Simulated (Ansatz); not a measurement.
# H8OSSi3: one species, many methods

Aim: compute H8OSSi3 with functionals from several rungs and with coupled cluster, and see how far each lands from CCSD(T) at the basis-set limit for the atomisation energy.

The runs use Ansatz 0.2.0, Gaussian basis; functionals in def2-TZVPP, the program's frozen cores in correlated methods.

The runs, in order: PBE-D4, r2SCAN-D4, PBE0-D4, B3LYP-D4, ωB97X-V, ωB97M-V, B2PLYP; CCSD(T)/def2-TZVPP; MP2/def2-QZVPP; extrapolation to the limit.

## 1. Structure used throughout

All runs share one geometry, relaxed beforehand with PBE0-D4 in a triple-zeta def2 set.

SMILES `O[SiH](S)[SiH2][SiH3]`, 13 atoms, charge 0, spin multiplicity 1.

Atoms are counted from 1 here; the program's logs count them from 0.

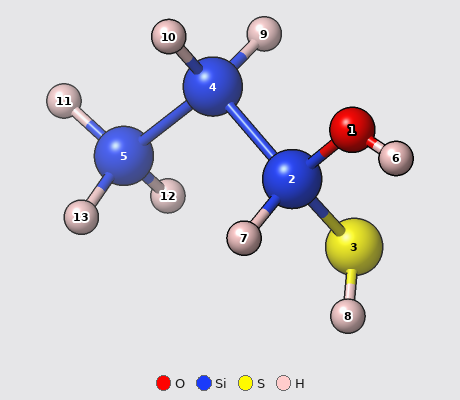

The structure; oxygen red, silicon blue, sulfur yellow, hydrogen pink; atoms are numbered from 1 in the order of the file.

## 2. PBE-D4 (GGA)

Input file in.yaml:

```yaml
crystal:
  periodic: [false, false, false]
  atoms:
    - {symbol: O, position_ang: [-2.340825, -0.375864, 1.594472]}
    - {symbol: Si, position_ang: [-1.211847, 0.351257, 0.641781]}
    - {symbol: S, position_ang: [-1.948925, 0.831251, -1.318860]}
    - {symbol: Si, position_ang: [0.566904, -1.134026, 0.374852]}
    - {symbol: Si, position_ang: [2.212008, -0.083866, -0.914522]}
    - {symbol: H, position_ang: [-3.208961, 0.029557, 1.644351]}
    - {symbol: H, position_ang: [-0.777560, 1.650993, 1.225238]}
    - {symbol: H, position_ang: [-2.180516, 2.122587, -1.033546]}
    - {symbol: H, position_ang: [0.082835, -2.360017, -0.318913]}
    - {symbol: H, position_ang: [1.115113, -1.522964, 1.704069]}
    - {symbol: H, position_ang: [3.453458, -0.902965, -0.957513]}
    - {symbol: H, position_ang: [1.717211, 0.116915, -2.301222]}
    - {symbol: H, position_ang: [2.541607, 1.242338, -0.325387]}
basis:
  gaussian: {orbitals: def2-TZVPP}
hamiltonian: {xc: pbe, dispersion: d4}
output: {forces: true, orbitals: {seedname: orbitals}}
```

Run with:

```console
> ansatz run in.yaml --threads 4 --pin off --events-out ev --progress --plain --max-ram 10444MiB
```

After this run come: r2SCAN-D4 (meta-GGA); PBE0-D4 (hybrid); B3LYP-D4 (hybrid); ωB97X-V (range-separated); ωB97M-V (range-separated); B2PLYP (double hybrid); CCSD(T) in def2-TZVPP; MP2 in def2-QZVPP.

Before running them: what should the planned runs give, taken together? Wanted: atomisation energy, CCSD(T)/CBS; farthest; mean size of error, hybrid; mean size of error, range-separated; gap, smallest and largest; T1 diagnostic; triples share of the correlation energy.

**Answer**, as computed:

```
                               quantity                                 value
        atomisation energy, CCSD(T)/CBS                         4071.0 kJ/mol
 functionals within 20.4 kJ/mol (0.5 %)                    r2SCAN-D4, ωB97M-V
                               farthest                 B2PLYP (-88.9 kJ/mol)
             mean size of error, hybrid                           44.0 kJ/mol
    mean size of error, range-separated                           16.3 kJ/mol
              gap, smallest and largest  5.12 eV (PBE-D4), 11.51 eV (ωB97X-V)
                          T1 diagnostic                                0.0130
triples share of the correlation energy                                 3.8 %
```

**Reading.** PBE-D4 is off by -27.3 kJ/mol. Double hybrids carry the basis error of their MP2 part in triple zeta, and no dispersion term here, so their miss is partly the set-up's. Misses under about 20.4 kJ/mol are within the doubt on the reference itself, which lacks core-valence correlation, relativity and higher excitations. Hartree-Fock recovers 73 % of the binding; the rest is correlation. Orbital gaps span 5.1 to 11.5 eV; exact exchange widens them.
